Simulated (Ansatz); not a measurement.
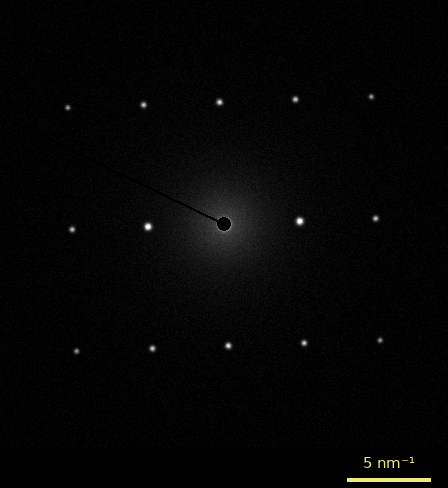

Kinematic zone-axis pattern, calculated for 120 keV electrons with B = 0.3 Å².

Question: What net do the spots form, and what spacings does it show?

Answer: The spots form a rectangular net whose two shortest vectors correspond to d = 2.19 Å and 1.36 Å, 90.0° apart. Fainter spots between these are below the display threshold.

Question: What is the point symmetry of the pattern, intensities included?

Answer: 2mm. A zero-layer kinematic pattern is always centrosymmetric (Friedel's law).

Question: Which crystal and zone produced it?

Answer: This cannot be fixed from one zone alone; the pattern is [210] of Ru, space group P6_3/mmc (No. 194), a = 2.72 Å, c = 8.74 Å (hexagonal axes). The net vectors are 0 0 4 and 1 -2 0. Structure: the input geometry of an electronic-structure calculation (not necessarily at equilibrium); the starting structure was generated, so it need not be a known form of this composition.
